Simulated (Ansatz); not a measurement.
Geometry relaxation, with input and output: AlH₅SO₂

The run: geometry relaxation of AlH₅SO₂. Method and program: RKS BLYP-D4/6-31G* (Ansatz 0.2.0).

The input holds or restrains some coordinates. Forces given for the steps count only the free coordinates. It belongs to a series of runs on one base structure; here: pulled along the bonds that form and break, towards end A. Figures and captions count atoms from 1; the log counts them from 0 in places.

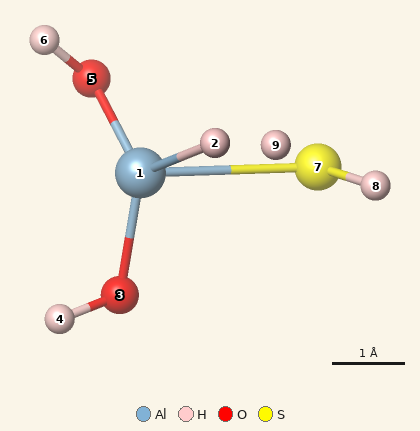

**Figure 1.** The starting structure (ball-and-stick view, seen at a tilt; atoms are numbered from 1 in the order of the input). Sticks mark near contacts.

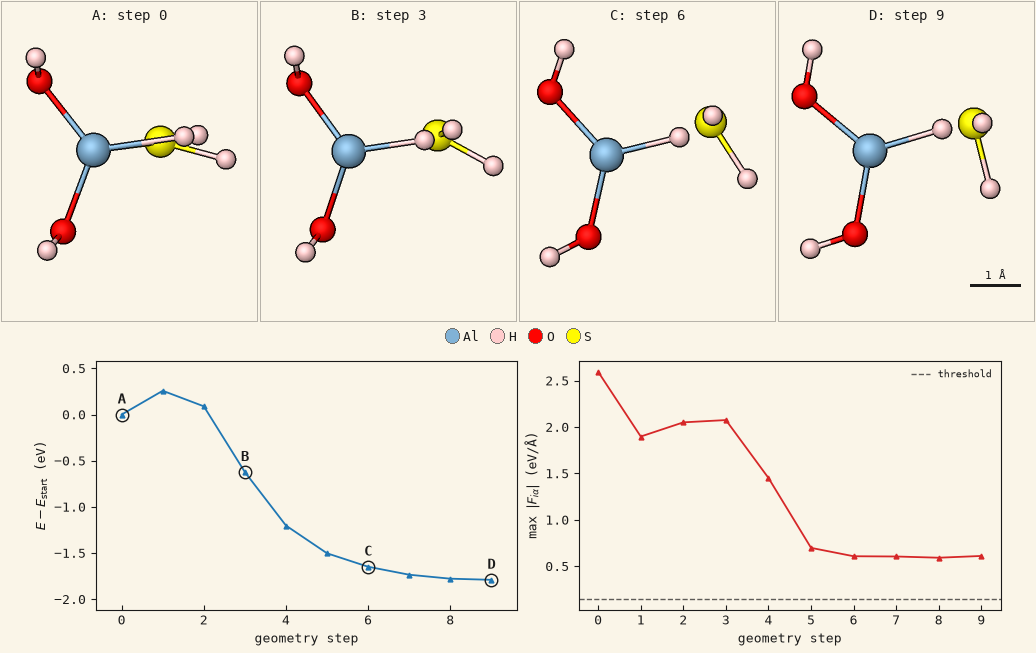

**Figure 2.** Frames of the restrained relaxation (ball-and-stick view, seen at a tilt) above the curves, on which the letters mark them (the first geometry is step 0 here and step 1 in the log).

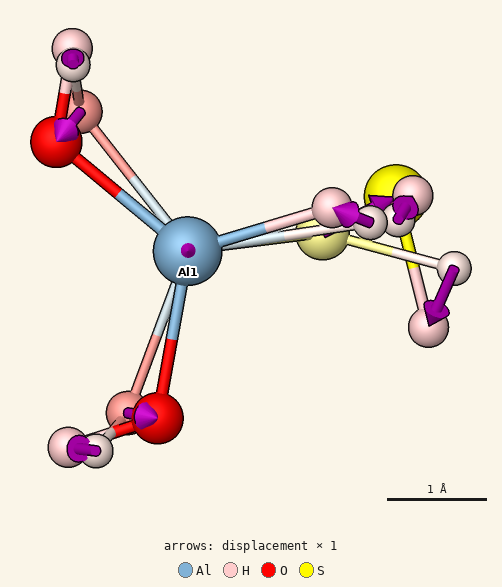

**Figure 3.** Start (faint) and end (solid) with the displacements as pink arrows, at true length (ball-and-stick view, seen at a tilt). The two geometries are laid on each other by the best rigid fit. The atom that moves furthest after the best rigid fit is S7 (0.83 Å). Largest moves by element: S 0.83 Å, H 0.78 Å, O 0.62 Å, Al 0.42 Å. Among the contacts that change: Al1–S7 2.560 → 3.457 Å, S7–H9 1.852 → 1.389 Å, Al1–H2 1.910 → 1.570 Å, Al1–O3 1.780 → 1.722 Å. New bonds form: S7–H9 (1.85 → 1.39 Å). Bonds break: Al1–S7 (2.56 → 3.46 Å). Among the angles that change: Al1–O5–H6 109.5° → 118.7°, Al1–O3–H4 109.5° → 118.5°, H2–Al1–O5 120.0° → 123.4°. Over 9 geometry steps the energy falls by 1.790 eV. Largest force component: 2.6 eV/Å at the start, 0.61 eV/Å at the end. (Atoms are counted from 1 in the order of the input.)

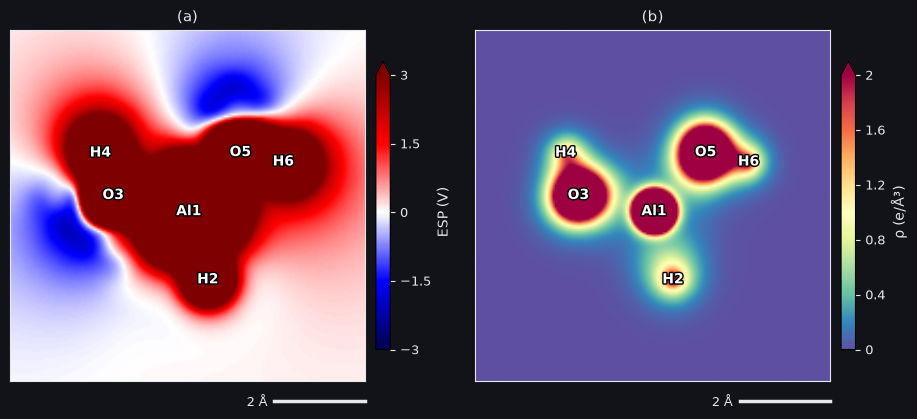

**Figure 4.** (a) molecular electrostatic potential; (b) total electron density on the plane of atoms Al1, O5 and H6. The section cuts through Al, H and O sites. Al–O (1.72 Å): ρ at the midpoint is about 0.8 e/Å³.

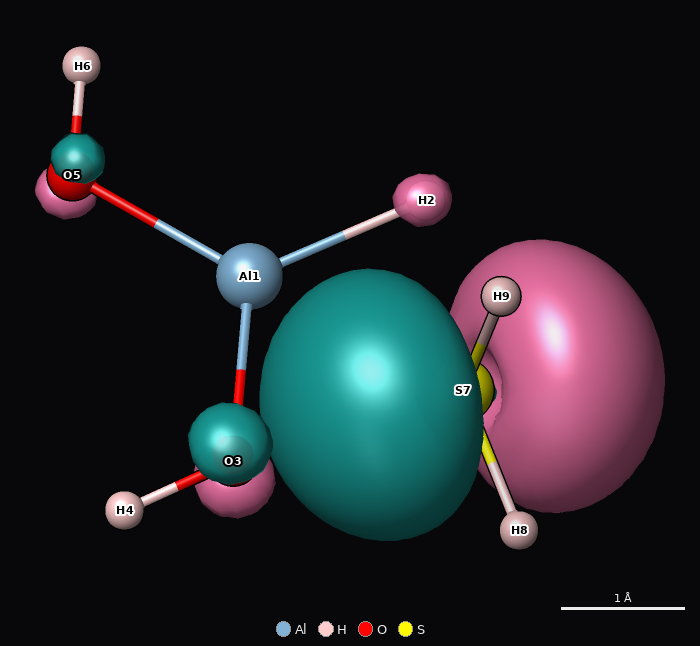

**Figure 5.** The HOMO at ±0.15 Å⁻³ᐟ² (teal and pink are the two phases), seen at an oblique angle. Its energy is −6.14 eV.

The input and output of the run follow.

**Input file**
```yaml
crystal:
  periodic: [false, false, false]
  atoms:
    - { symbol: Al, position_ang: [0.0, 0.0, 0.0] }
    - { symbol: H, position_ang: [0.0, 0.0, 1.91] }
    - { symbol: O, position_ang: [1.5415, 0.0, -0.89] }
    - { symbol: H, position_ang: [1.8414, -0.9519, -1.0449] }
    - { symbol: O, position_ang: [-1.5415, 0.0, -0.89] }
    - { symbol: H, position_ang: [-2.0512, -0.8467, -0.6815] }
    - { symbol: S, position_ang: [0.1147, 2.4267, 0.8072] }
    - { symbol: H, position_ang: [0.6673, 2.4659, 2.093] }
    - { symbol: H, position_ang: [0.0463, 0.9785, 1.9592] }
basis:
  gaussian: { orbitals: "6-31G*" }
hamiltonian:
  xc: blyp
  dispersion: d4
relax:
  f_tol: 0.15
  max_steps: 25
  restrain:
    - { distance: [0, 6], at: 3.46, k: 30.0 }
    - { distance: [8, 1], at: 1.86, k: 30.0 }
    - { distance: [0, 1], at: 1.56, k: 30.0 }
    - { distance: [8, 6], at: 1.4, k: 30.0 }
output:
  orbitals: {}
```

Launched with:
```bash
ansatz run input.yaml --threads 1 --pin off --max-ram 2048MiB --backend cpu --events-out ev --progress --plain --runs-dir out
```

**The program's output**
```
The last accepted step is kept in [file] (removed where the run ends without a failure and the disk answers)
Engine: ansatz 0.2.0, aarch64-unknown-linux-gnu
Functional definition: BLYP
  parameter beta = 0.0042
  parameter a = 0.04918
  parameter b = 0.132
  parameter c = 0.2533
  parameter d = 0.349
  exchange = b88_x(beta = beta)
  correlation = lyp_c(a = a, b = b, c = c, d = d)
920 factors; their error is unknown
mean field evaluation 1: about -21591.7150 eV, gradient 8.7e1 eV
mean field evaluation 2: about -21446.7557 eV, gradient 2.4e2 eV
mean field evaluation 4: about -21603.2474 eV, gradient 3.1e1 eV
mean field evaluation 8: about -21606.1808 eV, gradient 4.5e-1 eV
mean field evaluation 16: about -21606.1490 eV, gradient 8.7e-5 eV
mean field -21606.14895850 eV, -794.0113290511 hartree, gradient 9.0e-6 eV, S^2 0.000000; 0 other end points of the search recorded, 0 dependent functions left out
the calculation of the forces begins
reference -21606.14932320 eV, -794.0113424537 hartree; 25, 25 occupied and 53, 53 virtual orbitals, 920 factors
relax step   1: F+E_penalty+E_count = -21606.53654702 eV  Δ(F+E_penalty+E_count) = +0.000e0 eV  max|allowed force component| = 2.595e0 eV/Å  E_restraint = 28.64309824 eV  max|allowed force component, restraints' pulls added| = 3.558e1 eV/Å  Δτ_max = 0.0000 Å  (28 SCF iters, accepted)
  distance Al 0 - S 6 = 2.5600 Å
  distance H 8 - H 1 = 0.9808 Å
  distance Al 0 - H 1 = 1.9100 Å
  distance H 8 - S 6 = 1.8518 Å
these checks for a lower state are left out or cut short: starts, cluster_reference, orbital_swaps, neighbouring_geometries, increment
920 factors; their error is unknown
mean field -21605.92289020 eV, -794.0030211944 hartree, gradient 2.6e-5 eV, S^2 0.000000; 0 other end points of the search recorded, 0 dependent functions left out
[... from here on the field's lines of each further geometry are left out, up to the last ...]
relax step   2: F+E_penalty+E_count = -21606.27884965 eV  Δ(F+E_penalty+E_count) = +2.577e-1 eV  max|allowed force component| = 1.898e0 eV/Å  E_restraint = 12.87114463 eV  max|allowed force component, restraints' pulls added| = 2.347e1 eV/Å  Δτ_max = 0.1978 Å  (32 SCF iters, accepted)
relax step   3: F+E_penalty+E_count = -21606.44730270 eV  Δ(F+E_penalty+E_count) = -1.685e-1 eV  max|allowed force component| = 2.051e0 eV/Å  E_restraint = 3.50697882 eV  max|allowed force component, restraints' pulls added| = 1.046e1 eV/Å  Δτ_max = 0.1947 Å  (34 SCF iters, accepted)
relax step   4: F+E_penalty+E_count = -21607.15977701 eV  Δ(F+E_penalty+E_count) = -7.125e-1 eV  max|allowed force component| = 2.076e0 eV/Å  E_restraint = 0.19696445 eV  max|allowed force component, restraints' pulls added| = 1.765e0 eV/Å  Δτ_max = 0.1948 Å  (33 SCF iters, accepted)
relax step   5: F+E_penalty+E_count = -21607.73855182 eV  Δ(F+E_penalty+E_count) = -5.788e-1 eV  max|allowed force component| = 1.451e0 eV/Å  E_restraint = 0.02814091 eV  max|allowed force component, restraints' pulls added| = 1.261e0 eV/Å  Δτ_max = 0.1947 Å  (30 SCF iters, accepted)
relax step   6: F+E_penalty+E_count = -21608.03895677 eV  Δ(F+E_penalty+E_count) = -3.004e-1 eV  max|allowed force component| = 6.984e-1 eV/Å  E_restraint = 0.00826188 eV  max|allowed force component, restraints' pulls added| = 4.405e-1 eV/Å  Δτ_max = 0.1998 Å  (33 SCF iters, accepted)
relax step   7: F+E_penalty+E_count = -21608.18462054 eV  Δ(F+E_penalty+E_count) = -1.457e-1 eV  max|allowed force component| = 6.080e-1 eV/Å  E_restraint = 0.00445851 eV  max|allowed force component, restraints' pulls added| = 3.578e-1 eV/Å  Δτ_max = 0.2000 Å  (32 SCF iters, accepted)
relax step   8: F+E_penalty+E_count = -21608.27093623 eV  Δ(F+E_penalty+E_count) = -8.632e-2 eV  max|allowed force component| = 6.053e-1 eV/Å  E_restraint = 0.00430557 eV  max|allowed force component, restraints' pulls added| = 2.481e-1 eV/Å  Δτ_max = 0.1997 Å  (33 SCF iters, accepted)
relax step   9: F+E_penalty+E_count = -21608.31383124 eV  Δ(F+E_penalty+E_count) = -4.290e-2 eV  max|allowed force component| = 5.921e-1 eV/Å  E_restraint = 0.00472396 eV  max|allowed force component, restraints' pulls added| = 1.696e-1 eV/Å  Δτ_max = 0.1997 Å  (33 SCF iters, accepted)
the calculation of the forces begins
reference -21608.02294214 eV, -794.0801966798 hartree; 25, 25 occupied and 53, 53 virtual orbitals, 920 factors
relax step  10: F+E_penalty+E_count = -21608.32624229 eV  Δ(F+E_penalty+E_count) = -1.241e-2 eV  max|allowed force component| = 6.111e-1 eV/Å  E_restraint = 0.00453177 eV  max|allowed force component, restraints' pulls added| = 1.101e-1 eV/Å  Δτ_max = 0.2000 Å  (27 SCF iters, accepted)
  distance Al 0 - S 6 = 3.4567 Å
  distance H 8 - H 1 = 1.8692 Å
  distance Al 0 - H 1 = 1.5695 Å
  distance H 8 - S 6 = 1.3892 Å
920 factors; their error is unknown
mean field evaluation 96: about -21608.0318 eV, gradient 3.4e0 eV
mean field -21608.02256502 eV, -794.0801828209 hartree, gradient 1.5e-5 eV, S^2 0.000000; 1 other end points of the search recorded, 0 dependent functions left out
the calculation of the forces begins
reference -21608.02294214 eV, -794.0801966798 hartree; 25, 25 occupied and 53, 53 virtual orbitals, 920 factors
Total energy: -21608.32661941 eV, -794.0913566135 hartree
Atom 0 at    -0.003384    -0.409564     0.091727 Å, force    -0.051906     0.043436    -0.308635 eV/Å
Atom 1 at    -0.261802    -0.387738     1.639671 Å, force    -0.024930    -0.243526     0.250570 eV/Å
Atom 2 at     1.634853    -0.480722    -0.432661 Å, force     0.053134     0.028887    -0.083217 eV/Å
Atom 3 at     1.816598    -0.493450    -1.394098 Å, force    -0.028110     0.007708     0.110104 eV/Å
Atom 4 at    -1.266803    -0.528791    -1.082596 Å, force     0.096696    -0.016607     0.003778 eV/Å
Atom 5 at    -2.189129    -0.588236    -0.774086 Å, force    -0.069137     0.015759     0.006686 eV/Å
Atom 6 at    -0.138026     2.733517     1.524106 Å, force     0.049779    -0.439899     0.096884 eV/Å
Atom 7 at     1.217897     2.787915     1.664095 Å, force    -0.045661    -0.006888    -0.014989 eV/Å
Atom 8 at    -0.191703     1.439569     2.026842 Å, force     0.020135     0.611131    -0.061181 eV/Å
Dipole moment:    -0.085691    -0.093895     0.035178 e Å
```

**Trajectory as extended XYZ (Å, eV, eV/Å), 10 frames, from step=1 to step=10**
```
9
Properties=species:S:1:pos:R:3:forces:R:3 step=1 energy=-21606.53655
Al    0.0000    0.0000    0.0000    0.5908   2.5953  -0.3917
H     0.0000    0.0000    1.9100    0.0414  -0.3049   0.2086
O     1.5415    0.0000   -0.8900   -0.4805  -1.8926   0.6830
H     1.8414   -0.9519   -1.0449   -0.1111   1.0884  -0.0567
O    -1.5415    0.0000   -0.8900    0.2083  -1.6380   1.2358
H    -2.0512   -0.8467   -0.6815    0.3285   1.0676  -0.4034
S     0.1147    2.4267    0.8072   -0.1836   0.2678   0.4662
H     0.6673    2.4659    2.0930    0.3332   0.1524  -0.8134
H     0.0463    0.9785    1.9592   -0.7269  -1.3360  -0.9283
9
Properties=species:S:1:pos:R:3:forces:R:3 step=2 energy=-21606.27885
Al   -0.0013   -0.1430    0.0147    0.3885   1.8982   0.3173
H    -0.0061   -0.1413    1.8299    0.0103  -0.4154  -0.8202
O     1.5334   -0.0149   -0.8807   -0.6762  -1.3306   0.6299
H     1.8450   -0.9473   -1.0484    0.0968   0.6546  -0.1021
O    -1.5358   -0.0123   -0.8776    0.5215  -1.1798   0.9016
H    -2.0540   -0.8420   -0.6858   -0.0001   0.6694  -0.2422
S     0.1089    2.5359    0.8999   -0.6371  -1.1827   0.5714
H     0.6799    2.4690    2.1069    1.1916   0.9771   0.6294
H     0.0485    1.1684    1.9040   -0.8954  -0.0907  -1.8852
9
Properties=species:S:1:pos:R:3:forces:R:3 step=3 energy=-21606.44730
Al   -0.0033   -0.2965    0.0326    0.2776   1.9246  -0.0890
H    -0.0090   -0.2728    1.7314   -0.0168  -0.7168  -0.8160
O     1.5195   -0.0290   -0.8706   -0.9332  -1.0791   0.7210
H     1.8492   -0.9419   -1.0507    0.3575   0.2838  -0.2291
O    -1.5236   -0.0255   -0.8669    0.8351  -1.0163   0.7628
H    -2.0582   -0.8354   -0.6880   -0.3570   0.3399  -0.1782
S     0.0978    2.6255    0.9969   -1.0617  -1.6236  -0.0420
H     0.7088    2.4940    2.1315    2.0510   1.5055   1.8584
H     0.0372    1.3542    1.8469   -1.1524   0.3821  -1.9879
9
Properties=species:S:1:pos:R:3:forces:R:3 step=4 energy=-21607.15978
Al   -0.0026   -0.4360    0.0268    0.2229   2.0756  -0.9916
H    -0.0016   -0.3859    1.6102   -0.0527  -0.6837   0.1973
O     1.5019   -0.0697   -0.8544   -0.8566  -0.9626   0.6210
H     1.8751   -0.9522   -1.0649    0.4924   0.1071  -0.2931
O    -1.4995   -0.0672   -0.8630    0.7713  -0.9895   0.5934
H    -2.0898   -0.8321   -0.6875   -0.4871   0.2251  -0.1376
S     0.0599    2.7256    1.1310   -0.4706  -1.3174   0.4381
H     0.8315    2.6279    2.2020    1.4025   1.3266   0.8093
H    -0.0564    1.4621    1.7628   -1.0220   0.2189  -1.2368
9
Properties=species:S:1:pos:R:3:forces:R:3 step=5 energy=-21607.73855
Al    0.0042   -0.4223    0.0034    0.1396   1.4514  -0.8279
H    -0.0081   -0.4302    1.5812   -0.0624  -0.5229   0.2414
O     1.5099   -0.1167   -0.8558   -0.5499  -0.7093   0.4094
H     1.9118   -0.9803   -1.0855    0.3423   0.1266  -0.2096
O    -1.4857   -0.1234   -0.8899    0.4263  -0.8470   0.4401
H    -2.1325   -0.8331   -0.6745   -0.2212   0.3215  -0.1050
S     0.0161    2.7714    1.2520    0.1650  -1.1364   0.8187
H     0.9643    2.7649    2.2407    0.1380   0.5324  -0.2411
H    -0.1616    1.4421    1.6913   -0.3776   0.7838  -0.5260
9
Properties=species:S:1:pos:R:3:forces:R:3 step=6 energy=-21608.03896
Al    0.0539   -0.3130   -0.0376   -0.1401   0.0963  -0.5367
H    -0.0660   -0.4052    1.5297    0.0856  -0.2009   0.2827
O     1.6012   -0.2492   -0.8229   -0.1239  -0.3684   0.0767
H     2.0065   -1.0521   -1.2218   -0.2396   0.3916   0.1013
O    -1.4476   -0.2403   -0.9218    0.0757  -0.3916   0.0650
H    -2.2213   -0.7543   -0.5891    0.3812   0.3489  -0.0461
S    -0.0930    2.8096    1.4150    0.1906  -0.6984   0.2927
H     1.0275    2.8260    2.2054   -0.0941   0.1483  -0.1960
H    -0.2428    1.4509    1.7061   -0.1353   0.6741  -0.0394
9
Properties=species:S:1:pos:R:3:forces:R:3 step=7 energy=-21608.18462
Al    0.0664   -0.3587   -0.0229    0.1285   0.2484  -0.0600
H    -0.0964   -0.3877    1.5388   -0.0259  -0.2226   0.3054
O     1.6659   -0.3137   -0.6580    0.0537  -0.3578  -0.1354
H     1.9330   -0.9433   -1.3600   -0.0724   0.2862   0.0494
O    -1.3512   -0.3593   -1.0033   -0.1309  -0.1689  -0.0903
H    -2.1824   -0.5677   -0.5283    0.0499   0.0530  -0.1105
S    -0.1564    2.7606    1.4443    0.0854  -0.4165   0.1405
H     1.0866    2.8026    2.0188   -0.1565  -0.0299  -0.1078
H    -0.3470    1.4396    1.8336    0.0681   0.6080   0.0086
9
Properties=species:S:1:pos:R:3:forces:R:3 step=8 energy=-21608.27094
Al    0.0512   -0.3708    0.0236    0.0152   0.0972  -0.2935
H    -0.1903   -0.3534    1.5751    0.0311  -0.2103   0.2711
O     1.6708   -0.3982   -0.5674   -0.0002  -0.2481  -0.1553
H     1.8553   -0.7836   -1.4514   -0.0830   0.2317   0.2088
O    -1.3002   -0.4810   -1.0533    0.0668  -0.0500   0.0186
H    -2.1687   -0.5904   -0.6185   -0.0310   0.0043  -0.0715
S    -0.1325    2.7648    1.4656    0.1395  -0.4044   0.1793
H     1.1506    2.8122    1.9484   -0.2005  -0.0255  -0.1126
H    -0.3177    1.4728    1.9407    0.0620   0.6053  -0.0448
9
Properties=species:S:1:pos:R:3:forces:R:3 step=9 energy=-21608.31383
Al    0.0169   -0.3969    0.0512    0.0747   0.0115  -0.2439
H    -0.2378   -0.3348    1.5989   -0.0087  -0.2415   0.2489
O     1.6479   -0.4815   -0.4973   -0.0410   0.0093   0.1696
H     1.8169   -0.5876   -1.4499    0.0160   0.0176  -0.1313
O    -1.2764   -0.5762   -1.0819   -0.0608   0.0200   0.0389
H    -2.1790   -0.5989   -0.7064    0.0160  -0.0033  -0.0853
S    -0.1064    2.7532    1.4714    0.0471  -0.3951   0.1635
H     1.2016    2.8092    1.8623   -0.0871  -0.0105  -0.0698
H    -0.2654    1.4861    2.0147    0.0437   0.5921  -0.0906
9
Properties=species:S:1:pos:R:3:forces:R:3 step=10 energy=-21608.32624
Al   -0.0034   -0.4096    0.0917   -0.0519   0.0434  -0.3086
H    -0.2618   -0.3877    1.6397   -0.0249  -0.2435   0.2506
O     1.6349   -0.4807   -0.4327    0.0531   0.0289  -0.0832
H     1.8166   -0.4934   -1.3941   -0.0281   0.0077   0.1101
O    -1.2668   -0.5288   -1.0826    0.0967  -0.0166   0.0038
H    -2.1891   -0.5882   -0.7741   -0.0691   0.0158   0.0067
S    -0.1380    2.7335    1.5241    0.0498  -0.4399   0.0969
H     1.2179    2.7879    1.6641   -0.0457  -0.0069  -0.0150
H    -0.1917    1.4396    2.0268    0.0201   0.6111  -0.0612
```

**Key numbers**

- outcome: converged under the restraints of the input
- total energy: −21608.3266 eV
- mean-field energy: −21608.0229 eV
- largest force (length of the vector) at the end, held atoms and coordinates included: 0.615 eV/Å
- hardware: 1 thread of Arm Neoverse V1, 24 GiB of memory available, shared host
- wall time: 29 s
- peak memory: 0.12 GiB
